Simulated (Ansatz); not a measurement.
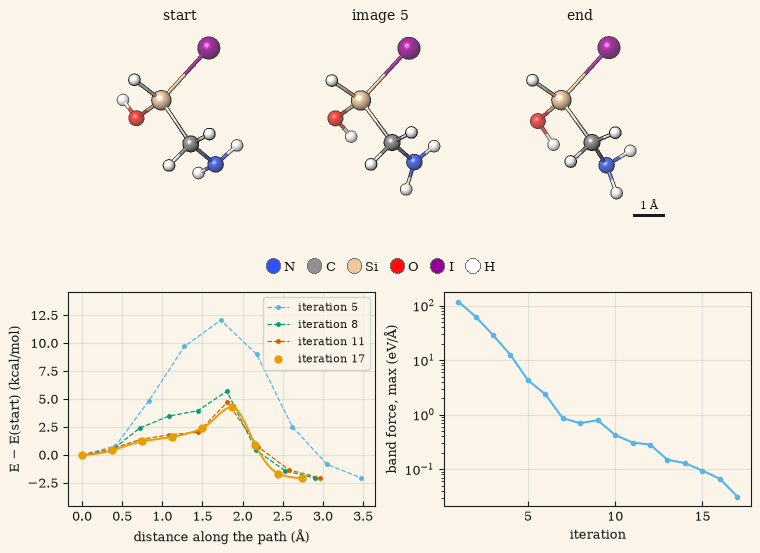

A search for the minimum-energy path of CH6INOSi by the nudged elastic band. Images are numbered from 0 (start) to 8 (end). The plot follows the band through its iterations. Style: ball-and-stick. Shown from a free direction.

Level of theory: Ansatz 0.2.0, RKS CAM-B3LYP-D4/def2-SVP.

Input
```yaml
crystal:
  periodic: [false, false, false]
  atoms:
    - { symbol: "N", position_ang: [-1.1943, 0.740224, -1.0619] }
    - { symbol: C, position_ang: [-0.093779, -0.216085, -1.081041] }
    - { symbol: Si, position_ang: [0.787136, -0.417324, 0.56157] }
    - { symbol: O, position_ang: [-0.405081, -0.755953, 1.657975] }
    - { symbol: I, position_ang: [1.851437, 1.733394, 1.173488] }
    - { symbol: H, position_ang: [-1.857459, 0.500062, -0.326562] }
    - { symbol: H, position_ang: [-0.852448, 1.676375, -0.848946] }
    - { symbol: H, position_ang: [0.630673, 0.060756, -1.864177] }
    - { symbol: H, position_ang: [-0.476912, -1.209293, -1.376694] }
    - { symbol: H, position_ang: [1.878123, -1.426381, 0.587615] }
    - { symbol: H, position_ang: [-0.20209, -0.742776, 2.599272] }
basis:
  gaussian: { orbitals: def2-SVP }
hamiltonian:
  xc: cam_b3lyp
  dispersion: d4
neb:
  order_check: false
  images: 7
  f_tol: 0.05
  max_iterations: 44
  initial_path: linear
  final_atoms:
    - { symbol: "N", position_ang: [-1.23870492, 0.53084564, -0.40946053] }
    - { symbol: C, position_ang: [-0.07104648, -0.21783713, -0.8850086] }
    - { symbol: Si, position_ang: [1.02080806, -0.44389989, 0.63611405] }
    - { symbol: O, position_ang: [-0.05198737, -0.72556111, 1.85304448] }
    - { symbol: I, position_ang: [2.25271423, 1.67571784, 0.98296838] }
    - { symbol: H, position_ang: [-2.01456338, 0.47922975, -1.06628223] }
    - { symbol: H, position_ang: [-1.01052298, 1.51846552, -0.29760585] }
    - { symbol: H, position_ang: [0.45010789, 0.21842903, -1.75656883] }
    - { symbol: H, position_ang: [-0.39907138, -1.22919233, -1.18013958] }
    - { symbol: H, position_ang: [2.03546631, -1.51584033, 0.57060122] }
    - { symbol: H, position_ang: [-0.90789998, -0.34735798, 1.57293749] }
```

Command:
```bash
ansatz run input.yaml --threads 2 --pin off --max-ram 3072MiB --backend cpu --events-out ev --progress --plain --runs-dir out
```

> How did the profile develop, and is the result final?

The run is converged, with reservations. The band converged in 17 iterations. The largest component of the band force went from 120 to 0.031 eV/Å. The climbing image converged on the top of the path. Its curvatures weren't checked. The straight starting path can push atoms close together and costs iterations. The first iteration put the highest image at 569.9 kcal/mol. The energy climbs by 4.3 kcal/mol to image 5 and then falls by 6.3 kcal/mol, so the end point sits at −2.1 kcal/mol.
